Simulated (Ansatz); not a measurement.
## Dielectric function and optical constants of Ba: ground state and bands

Ansatz 0.2.0; DFT, PBE, plane-wave PAW, default files, scalar-relativistic, ground state.

First the ground state: is it a metal or has it a gap?

The database entry behind the starting cell differs from later determinations by our own check (0.1 to 0.3 % short, probably kX units), so it need not match the best structure at ambient conditions.

File input.yaml:

```yaml
crystal:
  lattice:
    - [-2.5065, 2.5065, 2.5065]
    - [2.5065, -2.5065, 2.5065]
    - [2.5065, 2.5065, -2.5065]
  atoms:
    - { symbol: Ba, position: [0.0, 0.0, 0.0] }
kpoints:
  mp_grid: { grid: [6, 6, 6] }
  band_path:
    path:
      - [[0.0, 0.0, 0.0], [0.5, -0.5, 0.5], [0.0, 0.0, 0.5], [0.0, 0.0, 0.0], [0.25, 0.25, 0.25], [0.5, -0.5, 0.5]]
      - [[0.25, 0.25, 0.25], [0.0, 0.0, 0.5]]
    npoints: 10
scf:
  occupations: { method: fermi_dirac, width: 0.05 }
  n_extra_bands: 6
hamiltonian:
  xc: pbe
  pseudopotentials: { kind: paw }
output:
  forces: true
  stress: true
  populations: true
  write_bands: true
  write_density: true
  write_potential: true
  elf: true
  volumetric_format: npy
```

Command:

```bash
> ansatz run input.yaml --threads 4 --pin off --max-ram 8192MiB --backend cpu --events-out ev --progress --plain --runs-dir out
```

Before running it: what should come out for the electronic bands?

An even count of 10 valence electrons could fill 5 bands, but bands overlap in energy here, so the system is a metal.

This step gave:

| Property | Result |
| --- | --- |
| volume | 62.99 Å³ |
| gap on the path | 0 eV |

Electronic bands along the path, in eV, zero at the Fermi level; # counts the bands kept:

| point | #1 | #2 | #3 | #4 | #5 |
| --- | --- | --- | --- | --- | --- |
| Γ | -2.77 | 1.81 | 1.81 | 1.81 | 3.21 |
| H | -0.57 | -0.57 | 4.00 | 4.00 | 4.00 |
| N | -0.91 | 0.67 | 1.21 | 3.18 | 3.76 |
| Γ | -2.77 | 1.81 | 1.81 | 1.81 | 3.21 |
| P | 0.50 | 0.50 | 0.50 | 3.53 | 3.86 |
| H | -0.57 | -0.57 | 4.00 | 4.00 | 4.00 |
| jump to P | 0.50 | 0.50 | 0.50 | 3.53 | 3.86 |
| N | -0.91 | 0.67 | 1.21 | 3.18 | 3.76 |

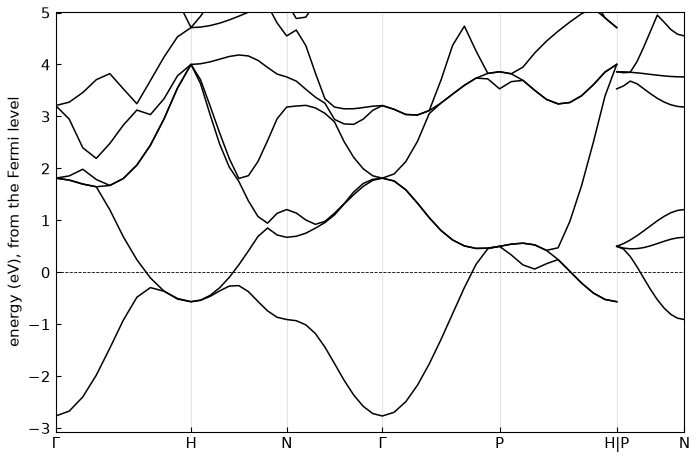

Electronic bands along the path.

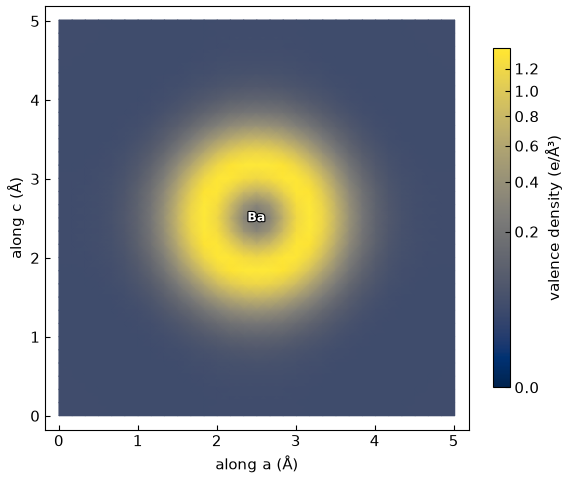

Valence density in the ac plane of the conventional cell at fractional y = 0.000, with atoms of Ba within 0.2 Å of it. It is the smooth field of the valence electrons, not physical close to the nuclei. The map starts off the cell's origin, so that atoms lie inside it. The colour scale is stretched toward low values.

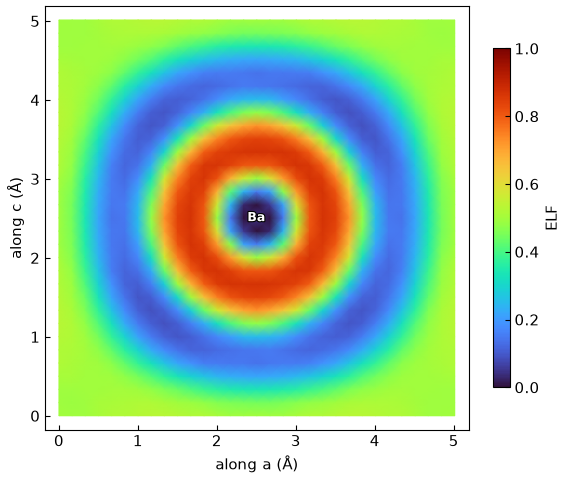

ELF in the ac plane of the conventional cell at fractional y = 0.000, with atoms of Ba within 0.2 Å of it.

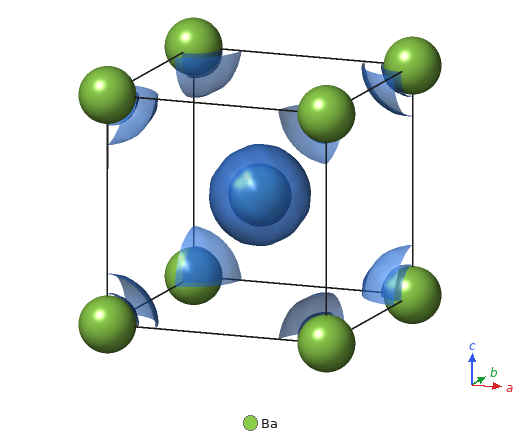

Surface of ELF = 0.79.

[Logs are printed without paths, hosts, clocks, repeated set-up lines and the standing remarks that a program may print on its own settings, such as how far it seeks lower states.]

[Hosts, paths, dates, database ids (printed as entryN), source tags and the programs' standing remarks are cut or masked in the printed files.]
